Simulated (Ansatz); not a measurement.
## Nudged elastic band, with input and output: BNH$_{3}$F$_{3}$

BNH$_{3}$F$_{3}$, computed with RKS PBE-D4/cc-pVDZ (Ansatz 0.2.0).

One setting was made poor on purpose. It belongs to a series of runs on one base structure; here: band between the two ends. Figures and captions count atoms from 1; the log counts them from 0 in places.

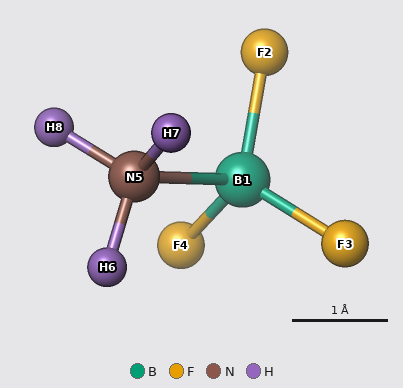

Figure 1. The input geometry (ball-and-stick view, seen at a tilt; atoms are numbered from 1 in the order of the input). Bond lengths as drawn: B–F 1.39 Å, B–N 1.69 Å and H–N 1.03 Å.

### Key numbers

| quantity | value |
| --- | --- |
| outcome | converged |
| barrier, forward | 1.285 eV |
| barrier, backward | 0.179 eV |
| hardware | 2 threads of AMD EPYC (Zen 5), 64 GiB of memory available, shared host |
| wall time | 35 s (CPU time 67 s) |
| peak memory | 0.14 GiB |

### Notes

A deliberately poor setting: loose force. The order of the saddle point was not checked.

### The input
```yaml
crystal:
  periodic: [false, false, false]
  atoms:
    - { symbol: B, position_ang: [0.024586, -0.12231, 0.167633] }
    - { symbol: F, position_ang: [0.198018, 0.694652, 1.276551] }
    - { symbol: F, position_ang: [1.086184, -0.114378, -0.726801] }
    - { symbol: F, position_ang: [-1.228626, -0.035209, -0.423085] }
    - { symbol: "N", position_ang: [0.055807, -1.687167, 0.813692] }
    - { symbol: H, position_ang: [-0.10614, -2.390118, 0.077972] }
    - { symbol: H, position_ang: [0.968081, -1.884315, 1.250214] }
    - { symbol: H, position_ang: [-0.67431, -1.800657, 1.531823] }
basis:
  gaussian: { orbitals: cc-pVDZ }
hamiltonian:
  xc: pbe
  dispersion: d4
neb:
  order_check: false
  images: 7
  f_tol: 0.2
  max_iterations: 60
  final_atoms:
    - { symbol: B, position_ang: [0.09345553, -0.5858363, -0.3065428] }
    - { symbol: F, position_ang: [-0.39068633, 0.2878121, 2.15860356] }
    - { symbol: F, position_ang: [1.18592827, 0.15608811, -0.54983324] }
    - { symbol: F, position_ang: [-1.0775229, -0.22822321, -0.85786732] }
    - { symbol: "N", position_ang: [0.18086667, -1.75626366, 0.51126903] }
    - { symbol: H, position_ang: [-0.56861496, -2.44934049, 0.46873315] }
    - { symbol: H, position_ang: [1.09839102, -2.16606377, 0.6959632] }
    - { symbol: H, position_ang: [-0.19821729, -0.59767478, 1.84767341] }
  initial_path:
    images:
      - { positions_ang: [[0.024586, -0.12231, 0.167633], [0.198018, 0.694652, 1.276551], [1.086184, -0.114378, -0.726801], [-1.228626, -0.035209, -0.423085], [0.055807, -1.687167, 0.813692], [-0.10614, -2.390118, 0.077972], [0.968081, -1.884315, 1.250214], [-0.67431, -1.800657, 1.531823]] }
      - { positions_ang: [[0.00500431, -0.09639333, 0.11918726], [0.14362672, 0.52920464, 1.36808958], [1.08321594, -0.08212382, -0.72278645], [-1.22367465, -0.04956589, -0.48247682], [0.07156167, -1.70241498, 0.76211711], [-0.17299575, -2.42899121, 0.08656144], [0.90361227, -1.89866737, 1.304071], [-0.4867505, -1.61055003, 1.53323586]] }
      - { positions_ang: [[-0.01457738, -0.07047666, 0.07074153], [0.08923543, 0.36375729, 1.45962817], [1.08024788, -0.04986965, -0.71877191], [-1.2187233, -0.06392279, -0.54186863], [0.08731634, -1.71766296, 0.71054222], [-0.23985151, -2.46786443, 0.09515088], [0.83914354, -1.91301974, 1.35792801], [-0.299191, -1.42044306, 1.53464873]] }
      - { positions_ang: [[-0.03415907, -0.04455999, 0.02229579], [0.03484415, 0.19830993, 1.55116675], [1.07727983, -0.01761547, -0.71475736], [-1.21377195, -0.07827968, -0.60126045], [0.103071, -1.73291095, 0.65896734], [-0.30670726, -2.50673764, 0.10374032], [0.7746748, -1.92737211, 1.41178501], [-0.11163149, -1.23033609, 1.53606159]] }
      - { positions_ang: [[-0.05374077, -0.01864332, -0.02614995], [-0.01954714, 0.03286257, 1.64270533], [1.07431177, 0.0146387, -0.71074282], [-1.2088206, -0.09263658, -0.66065226], [0.11882567, -1.74815893, 0.60739245], [-0.37356302, -2.54561085, 0.11232976], [0.71020607, -1.94172448, 1.46564202], [0.07592801, -1.04022912, 1.53747446]] }
      - { positions_ang: [[-0.01694169, -0.16044156, -0.09624816], [-0.11233194, 0.09659996, 1.77167989], [1.10221589, 0.05000105, -0.67051542], [-1.17599617, -0.12653324, -0.70995603], [0.13433592, -1.75018511, 0.58336159], [-0.422326, -2.52154326, 0.20143061], [0.80725231, -1.99780931, 1.27322232], [0.00739168, -0.92959053, 1.6150242]] }
      - { positions_ang: [[0.01985738, -0.30223981, -0.16634637], [-0.20511674, 0.16033734, 1.90065445], [1.13012002, 0.0853634, -0.63028803], [-1.14317175, -0.16042989, -0.75925979], [0.14984617, -1.75221129, 0.55933074], [-0.47108899, -2.49747567, 0.29053146], [0.90429855, -2.05389413, 1.08080261], [-0.06114464, -0.81895195, 1.69257394]] }
      - { positions_ang: [[0.05665646, -0.44403805, -0.23644458], [-0.29790153, 0.22407472, 2.029629], [1.15802414, 0.12072576, -0.59006063], [-1.11034733, -0.19432655, -0.80856356], [0.16535642, -1.75423747, 0.53529988], [-0.51985198, -2.47340808, 0.37963231], [1.00134478, -2.10997895, 0.88838291], [-0.12968096, -0.70831337, 1.77012368]] }
      - { positions_ang: [[0.09345553, -0.5858363, -0.3065428], [-0.39068633, 0.2878121, 2.15860356], [1.18592827, 0.15608811, -0.54983324], [-1.0775229, -0.22822321, -0.85786732], [0.18086667, -1.75626366, 0.51126903], [-0.56861496, -2.44934049, 0.46873315], [1.09839102, -2.16606377, 0.6959632], [-0.19821729, -0.59767478, 1.84767341]] }
```

Launched with:
```bash
ansatz run input.yaml --threads 2 --pin off --max-ram 3072MiB --backend cpu --events-out ev --progress --plain --runs-dir out
```

### What the program printed
```
Engine: ansatz 0.2.0, x86_64-unknown-linux-gnu
Functional definition: PBE
  parameter kappa = 0.804
  parameter beta = 0.06672455060314922
  exchange = pbe_x(kappa = kappa, mu = beta*pi^2/3)
  correlation = pbe_c(beta = beta)
934 factors; their error is unknown
mean field evaluation 1: about -10354.5235 eV, gradient 6.3e1 eV
mean field evaluation 2: about -10344.7985 eV, gradient 9.6e1 eV
mean field evaluation 4: about -10361.1416 eV, gradient 1.5e0 eV
mean field evaluation 8: about -10361.1395 eV, gradient 1.5e-2 eV
mean field evaluation 16: about -10361.0917 eV, gradient 2.9e-5 eV
mean field -10361.09165671 eV, -380.7630953840 hartree, gradient 2.9e-5 eV, S^2 0.000000; 0 other end points of the search recorded, 0 dependent functions left out
the calculation of the forces begins
reference -10361.09168524 eV, -380.7630964323 hartree; 21, 21 occupied and 64, 64 virtual orbitals, 934 factors
934 factors; their error is unknown
mean field evaluation 32: about -10359.9861 eV, gradient 1.6e-4 eV
mean field -10359.98613855 eV, -380.7224683409 hartree, gradient 2.9e-5 eV, S^2 0.000000; 0 other end points of the search recorded, 0 dependent functions left out
[... from here on the field's lines of each further geometry are left out, up to the last ...]
NEB iter   1: max|band force component| = 6.623e0 eV/Å  barrier→ = 4.9877 eV  barrier← = 3.8818 eV  Δτ_max = 0.1992 Å  (237 SCF iters)
NEB iter   2: max|band force component| = 4.006e0 eV/Å  barrier→ = 3.2907 eV  barrier← = 2.1848 eV  Δτ_max = 0.1997 Å  (233 SCF iters)
NEB iter   3: max|band force component| = 3.168e0 eV/Å  barrier→ = 1.6317 eV  barrier← = 0.5258 eV  Δτ_max = 0.1964 Å  (216 SCF iters)
NEB iter   4: max|band force component| = 2.084e0 eV/Å  barrier→ = 1.4069 eV  barrier← = 0.3010 eV  Δτ_max = 0.1873 Å  (209 SCF iters)
NEB iter   5: max|band force component| = 9.359e-1 eV/Å  barrier→ = 1.2822 eV  barrier← = 0.1763 eV  Δτ_max = 0.1562 Å  (203 SCF iters)
NEB iter   6: max|band force component| = 5.645e-1 eV/Å  barrier→ = 1.2819 eV  barrier← = 0.1760 eV  Δτ_max = 0.1478 Å  (191 SCF iters)
NEB iter   7: max|band force component| = 5.693e-1 eV/Å  barrier→ = 1.3046 eV  barrier← = 0.1987 eV  Δτ_max = 0.0752 Å  (209 SCF iters)
NEB iter   8: max|band force component| = 5.110e-1 eV/Å  barrier→ = 1.3067 eV  barrier← = 0.2008 eV  Δτ_max = 0.0756 Å  (193 SCF iters)
NEB iter   9: max|band force component| = 2.929e-1 eV/Å  barrier→ = 1.2882 eV  barrier← = 0.1823 eV  CI = image 6  Δτ_max = 0.0463 Å  (191 SCF iters)
NEB iter  10: max|band force component| = 2.180e-1 eV/Å  barrier→ = 1.2872 eV  barrier← = 0.1813 eV  CI = image 6  Δτ_max = 0.0174 Å  (188 SCF iters)
the calculation of the forces begins
reference -10359.93643098 eV, -380.7206416212 hartree; 21, 21 occupied and 64, 64 virtual orbitals, 934 factors
934 factors; their error is unknown
mean field -10359.80714515 eV, -380.7158904546 hartree, gradient 1.8e-5 eV, S^2 0.000000; 1 other end points of the search recorded, 0 dependent functions left out
the calculation of the forces begins
reference -10359.80717371 eV, -380.7158915043 hartree; 21, 21 occupied and 64, 64 virtual orbitals, 934 factors
NEB iter  11: max|band force component| = 1.572e-1 eV/Å  barrier→ = 1.2846 eV  barrier← = 0.1787 eV  CI = image 6  Δτ_max = 0.0000 Å  (370 SCF iters)
```

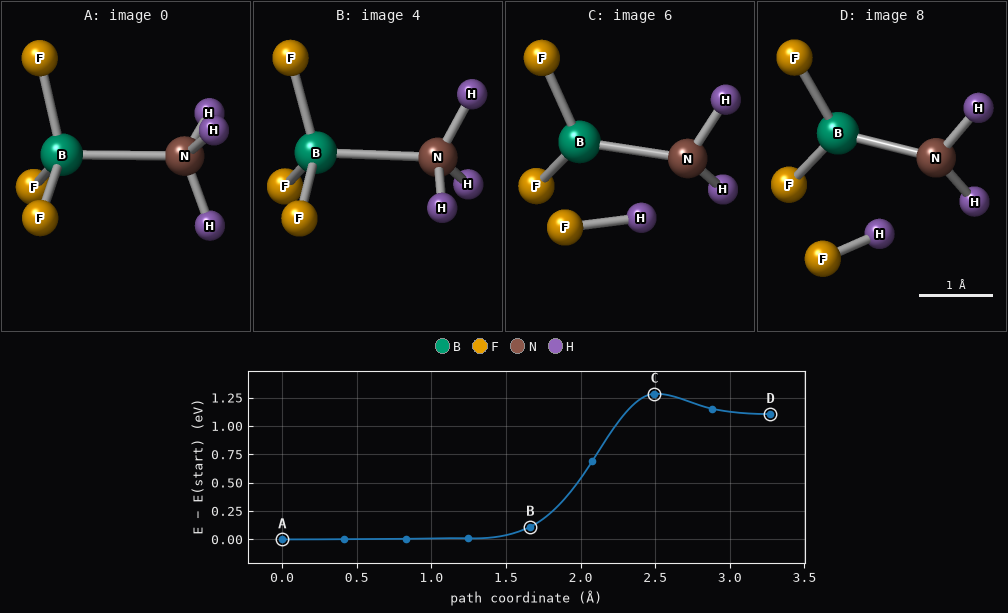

Figure 2. Images of the last band (counted from 0; ball-and-stick, seen at a tilt) above the energy along the path; the line is a cubic interpolation that uses the forces. The highest image is number 6, 1.285 eV above the start and 0.179 eV above the end (the climbing image); the end lies 1.106 eV above the start. The path is 3.27 Å long. The band converged in 11 iterations.

```
Total energy: -10359.91276925 eV, -380.7197720688 hartree
Atom 0 at     0.034633    -0.421514    -0.026733 Å, force    -0.001727    -0.067682     0.025273 eV/Å
Atom 1 at    -0.290711     0.275013     1.626123 Å, force    -0.026910     0.154013    -0.010624 eV/Å
Atom 2 at     1.186798     0.170467    -0.419016 Å, force     0.015319     0.021665     0.011829 eV/Å
Atom 3 at    -1.100226    -0.178528    -0.722898 Å, force    -0.021405     0.019307    -0.001985 eV/Å
Atom 4 at     0.137473    -1.754914     0.691127 Å, force     0.029013    -0.015723    -0.017294 eV/Å
Atom 5 at    -0.564963    -2.455223     0.431104 Å, force    -0.012309     0.015708     0.011128 eV/Å
Atom 6 at     1.072612    -2.174927     0.697235 Å, force     0.013233    -0.015686    -0.013803 eV/Å
Atom 7 at    -0.152017    -0.799876     1.691057 Å, force     0.004785    -0.111602    -0.004524 eV/Å
Dipole moment:     0.098406    -0.782044     0.175391 e Å
this run last wrote the band of iteration 11 to [file]
```

### The last band as extended XYZ (Å, eV, eV/Å)
```
8
Properties=species:S:1:pos:R:3:forces:R:3 image=0 energy=-10361.19730
B     0.0246   -0.1223    0.1676    0.0003  -0.0037   0.0027
F     0.1980    0.6947    1.2766   -0.0003  -0.0019  -0.0042
F     1.0862   -0.1144   -0.7268   -0.0034   0.0003   0.0020
F    -1.2286   -0.0352   -0.4231    0.0036   0.0003   0.0016
N     0.0558   -1.6872    0.8137    0.0002  -0.0091   0.0045
H    -0.1061   -2.3901    0.0780    0.0031   0.0110   0.0120
H     0.9681   -1.8843    1.2502   -0.0151   0.0026  -0.0066
H    -0.6743   -1.8007    1.5318    0.0116   0.0006  -0.0120
8
Properties=species:S:1:pos:R:3:forces:R:3 image=1 energy=-10361.19541
B     0.0208   -0.1237    0.1661   -0.0005  -0.0011   0.0005
F     0.0561    0.6996    1.2836    0.0026   0.0002  -0.0002
F     1.1587   -0.0673   -0.6275   -0.0011  -0.0008  -0.0019
F    -1.1753   -0.0885   -0.5382   -0.0009   0.0012   0.0021
N     0.0597   -1.6884    0.8165   -0.0007   0.0005   0.0033
H    -0.2907   -2.3744    0.1329    0.0032  -0.0011  -0.0014
H     1.0216   -1.9514    1.0737   -0.0019   0.0019   0.0026
H    -0.5273   -1.7455    1.6609   -0.0006  -0.0007  -0.0050
8
Properties=species:S:1:pos:R:3:forces:R:3 image=2 energy=-10361.19197
B     0.0114   -0.1259    0.1625    0.0002  -0.0023  -0.0016
F    -0.0924    0.7018    1.2731    0.0028  -0.0008   0.0010
F     1.2112   -0.0133   -0.5287   -0.0022   0.0006  -0.0018
F    -1.1181   -0.1478   -0.6461   -0.0004   0.0019   0.0027
N     0.0687   -1.6903    0.8228    0.0038  -0.0036  -0.0169
H    -0.4533   -2.3489    0.2278    0.0049  -0.0001  -0.0002
H     1.0434   -2.0148    0.8925    0.0010   0.0015   0.0034
H    -0.3473   -1.7003    1.7642   -0.0100   0.0026   0.0134
8
Properties=species:S:1:pos:R:3:forces:R:3 image=3 energy=-10361.18754
B     0.0005   -0.1260    0.1597   -0.0103  -0.0094  -0.0074
F    -0.2376    0.7204    1.2328    0.0030  -0.0330   0.0207
F     1.2498    0.0286   -0.4300    0.0063   0.0137  -0.0037
F    -1.0511   -0.2179   -0.7454    0.0012   0.0089   0.0037
N     0.0763   -1.6868    0.8405    0.0052   0.0037  -0.0146
H    -0.5915   -2.2998    0.3527   -0.0021  -0.0211   0.0089
H     1.0243   -2.0671    0.7121    0.0028  -0.0164   0.0100
H    -0.1470   -1.6909    1.8457   -0.0060   0.0537  -0.0177
8
Properties=species:S:1:pos:R:3:forces:R:3 image=4 energy=-10361.08621
B    -0.0024   -0.1709    0.1191   -0.0603   0.1658   0.0947
F    -0.2748    0.5416    1.3095    0.0046   0.2469  -0.2261
F     1.2325    0.1157   -0.4319    0.0305  -0.0253  -0.0363
F    -1.0626   -0.1946   -0.7696    0.0132  -0.0313  -0.0260
N     0.1046   -1.7112    0.7865   -0.0561   0.0638   0.0146
H    -0.6042   -2.3815    0.4604   -0.0013   0.0537  -0.0046
H     1.0378   -2.1390    0.7474    0.0339   0.0275  -0.0097
H    -0.1074   -1.3996    1.7466    0.0356  -0.5010   0.1934
8
Properties=species:S:1:pos:R:3:forces:R:3 image=5 energy=-10360.50578
B     0.0079   -0.2757    0.0801   -0.2099   0.7987   0.5589
F    -0.2797    0.3667    1.4482    0.0700   0.4608  -0.9078
F     1.2099    0.1513   -0.4209    0.0366  -0.0344  -0.0344
F    -1.0842   -0.1823   -0.7435   -0.0004  -0.0403  -0.0414
N     0.1184   -1.7297    0.7588   -0.0694   0.1246   0.3339
H    -0.5846   -2.4211    0.4646   -0.0704   0.1694   0.1947
H     1.0532   -2.1569    0.7406   -0.0103   0.1331   0.1651
H    -0.1174   -1.0918    1.6401    0.2539  -1.6119  -0.2690
8
Properties=species:S:1:pos:R:3:forces:R:3 image=6 energy=-10359.91274
B     0.0346   -0.4215   -0.0267   -0.0017  -0.0677   0.0253
F    -0.2907    0.2750    1.6261   -0.0269   0.1540  -0.0106
F     1.1868    0.1705   -0.4190    0.0153   0.0217   0.0118
F    -1.1002   -0.1785   -0.7229   -0.0214   0.0193  -0.0020
N     0.1375   -1.7549    0.6911    0.0290  -0.0157  -0.0173
H    -0.5650   -2.4552    0.4311   -0.0123   0.0157   0.0111
H     1.0726   -2.1749    0.6972    0.0132  -0.0157  -0.0138
H    -0.1520   -0.7999    1.6911    0.0048  -0.1116  -0.0045
8
Properties=species:S:1:pos:R:3:forces:R:3 image=7 energy=-10360.04502
B     0.0674   -0.5392   -0.1749    0.0261  -0.1025  -0.1260
F    -0.3351    0.3149    1.8660   -0.0443   0.0881   0.1964
F     1.1741    0.1751   -0.4428    0.0075   0.0003  -0.0123
F    -1.1012   -0.1910   -0.7409    0.0015  -0.0058  -0.0218
N     0.1676   -1.7785    0.5701    0.0277  -0.0188  -0.0915
H    -0.5622   -2.4804    0.4303   -0.0112  -0.0121  -0.0023
H     1.0948   -2.1966    0.6726    0.0133  -0.0229  -0.0151
H    -0.1818   -0.6436    1.7876   -0.0206   0.0736   0.0726
8
Properties=species:S:1:pos:R:3:forces:R:3 image=8 energy=-10360.09139
B     0.0935   -0.5858   -0.3065    0.0017  -0.0070   0.0034
F    -0.3907    0.2878    2.1586   -0.0004   0.0023  -0.0011
F     1.1859    0.1561   -0.5498    0.0001   0.0012  -0.0007
F    -1.0775   -0.2282   -0.8579   -0.0012   0.0013  -0.0015
N     0.1809   -1.7563    0.5113   -0.0005   0.0047  -0.0016
H    -0.5686   -2.4493    0.4687   -0.0008   0.0005  -0.0005
H     1.0984   -2.1661    0.6960    0.0004   0.0008  -0.0005
H    -0.1982   -0.5977    1.8477    0.0006  -0.0038   0.0026
```
